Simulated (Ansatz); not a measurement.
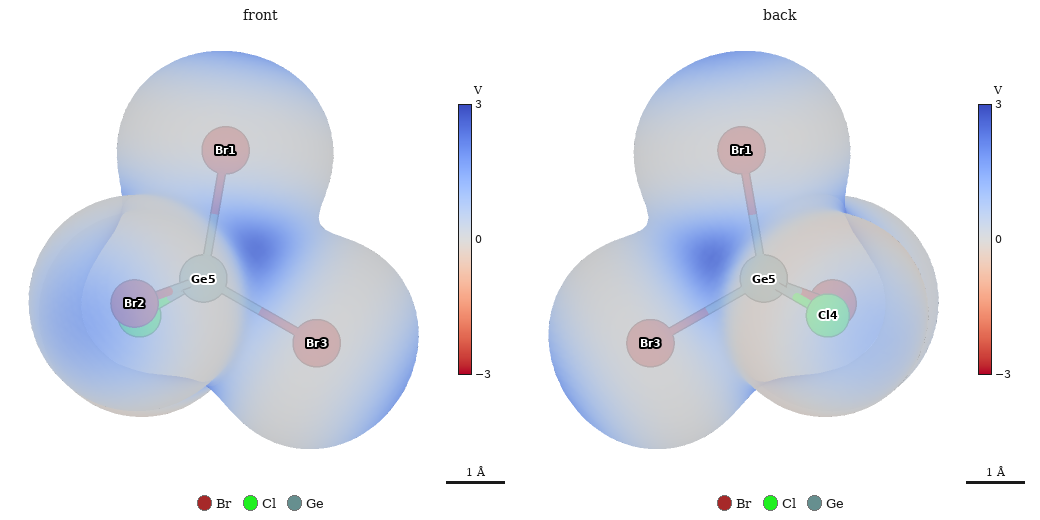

The picture shows: Br₃ClGe. The electrostatic potential painted on the density surface at 0.004 e/bohr³, seen from the front and from behind; the colour scale runs from red (negative) to blue (positive).

Geometry: PBE0-D4/def2-SVP.

Theory: isolated molecule in a Gaussian basis; Kohn-Sham density functional theory, functional PBE0 (Ansatz 0.2.0).

The calculation's input:

```
basis:
  gaussian:
    orbitals: def2-SVPD
crystal:
  periodic: [false, false, false]
  atoms:
    - {symbol: Br, position_ang: [1.853645, -1.338101, -0.141542]}
    - {symbol: Br, position_ang: [-1.565804, -0.702660, -1.495436]}
    - {symbol: Br, position_ang: [0.565697, 2.155813, -0.392945]}
    - {symbol: Cl, position_ang: [-0.806373, -0.172627, 1.979433]}
    - {symbol: Ge, position_ang: [0.002834, -0.016127, 0.009188]}
hamiltonian:
  xc: pbe0
output:
  forces: true
  orbitals: {seedname: orbitals}
```

Run with:

```sh
ansatz run input.yaml --threads 2 --pin off --max-ram 6090MiB --events-out events.jsonl --progress --plain --runs-dir runs
```

Where is the surface potential most negative and most positive?

Answer. The most negative region (about −0.1 V) lies over Cl4, the most positive (about +2.3 V) over Ge5. Br1 shows a σ-hole: about +1.5 V at the tip opposite its bond, against about +0.1 V on its flanks. Br2 shows a σ-hole: about +1.5 V at the tip opposite its bond, against about +0.1 V on its flanks. Br3 shows a σ-hole: about +1.5 V at the tip opposite its bond, against about +0.1 V on its flanks. Cl4 shows a σ-hole: about +0.9 V at the tip opposite its bond, against about −0.1 V on its flanks.
